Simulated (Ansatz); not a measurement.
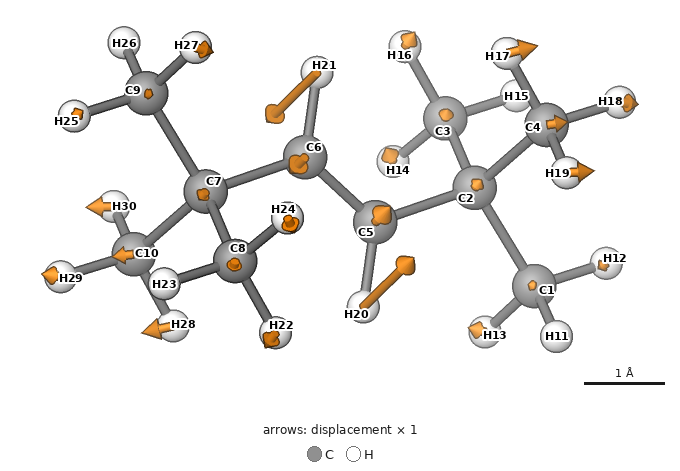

A relaxation of C10H20 (coarse preliminary run). The starting structure is drawn; orange arrows show the displacements, at their true length. The two geometries are superimposed by the best rigid fit.

A ball-and-stick model, seen at a tilt.

The start comes from a force field.

These are results of Ansatz, RKS PBE-D4/def2-SVP, not measurements. Set-up: force threshold 0.03 eV/Å; at most 200 steps.

What did the optimiser do to the structure, and how much energy did it gain?

The largest moves after the best rigid fit, 1.43 Å, are those of H20 and H21. Largest moves by element: H 1.43 Å, C 0.43 Å. Near-neighbour distances that change, for instance: C5–H20 1.081 → 1.105 Å, C5–C6 1.323 → 1.346 Å, C10–H28 1.087 → 1.109 Å, C1–C2 1.531 → 1.545 Å. Among the angles between lasting bonds that change: C3–C2–C5 109.9° → 112.7°, C5–C6–C7 125.1° → 127.4°. Groups turn about C6–C7 by about 60°, C2–C5 by about 60°. The energy falls by 0.389 eV in 13 accepted moves (14 points after the start). The largest force component goes from 0.75 to 0.0083 eV/Å. The line search rejected the trial step at point 12 of the run.
